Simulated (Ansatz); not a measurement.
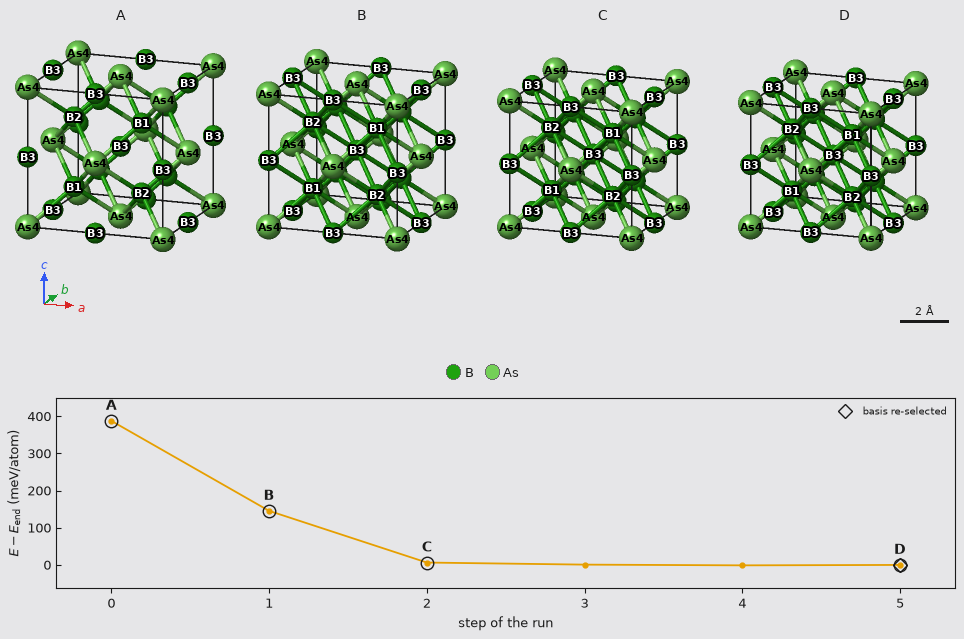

Frames of a relaxation of solid B$_{3}$As (a generated structure, set up in Fm-3m) (coarse preliminary run), marked on the history of the run. The picture is a ball-and-stick view of the conventional cell (4 times the calculation's cell), seen slightly off an axis. Lengths and directions refer to the drawn axes.

Computed with DFT PBE, scalar-relativistic, plane waves, PAW (Ansatz 0.2.0).

The input:
```yaml
crystal:
  lattice:
    - [0.0, 3.01421933, 3.01421933]
    - [3.01421933, 0.0, 3.01421933]
    - [3.01421933, 3.01421933, 0.0]
  atoms:
    - { symbol: B, position: [0.25, 0.25, 0.25] }
    - { symbol: B, position: [0.75, 0.75, 0.75] }
    - { symbol: B, position: [0.5, 0.5, 0.5] }
    - { symbol: As, position: [0.0, 0.0, 0.0] }
basis:
  ecutwfc: 420
kpoints:
  mp_grid: { grid: [6, 6, 6] }
hamiltonian:
  xc: pbe
scf:
  occupations: { method: gaussian, width: 0.1 }
  lower_state_search: "off"
output:
  forces: true
  stress: true
  eigenvalues: true
relax:
  adjacent_minimum: "off"
  f_tol: 0.04
  max_steps: 70
  cell: { stress_tol: 0.4 }
```

Run as
```bash
ansatz run input.yaml --threads 1 --pin off --max-ram 2560MiB --backend cpu --events-out ev --progress --plain --runs-dir out
```

Describe the path.

Answer. The energy falls by 388 meV per atom in 4 accepted moves (5 points after the start). All forces vanish by symmetry, so only the cell relaxes. The pressure goes from −21.51 to 0.00 GPa. The SCF was repeated once at an unchanged geometry on a basis and grid sized afresh for the cell, which shifted the energy by 1.1 meV per atom at most. No atom moves by more than 0.005 Å relative to the cell. The drawn cell changes as follows: a = b = c 6.028 → 5.365 Å (−11.0 %); the volume changes by −29.5 %. Some distances before and after: B3–As4 3.014 → 2.683 Å, B1–As4 2.610 → 2.323 Å, B1–B3 2.610 → 2.323 Å. The space group stays Fm-3m (No. 225). The run took 16 s on 1 thread of Intel(R) Xeon(R) Processor @ 2.50GHz (Skylake/Cascade Lake), on a shared host, peak memory 0.34 GiB. From step 0 to 1: volume −13.9 %, energy −242 meV per atom. From step 1 to 2: volume −14.6 %, energy −139 meV per atom. From step 2 to 5: volume −4.1 %, energy −6.4 meV per atom.

| step | E − E(0), meV/atom | pressure, GPa | volume, Å³/atom | note |
| --- | --- | --- | --- | --- |
| 0 | 0.00 | -21.51 | 13.693 |  |
| 1 | -242.25 | -17.84 | 11.786 |  |
| 2 | -381.33 | -5.50 | 10.066 |  |
| 3 | -386.92 | 3.32 | 9.452 |  |
| 4 | -388.87 | 0.08 | 9.654 |  |
| 5 | -387.73 | 0.00 | 9.654 | same geometry, new basis |
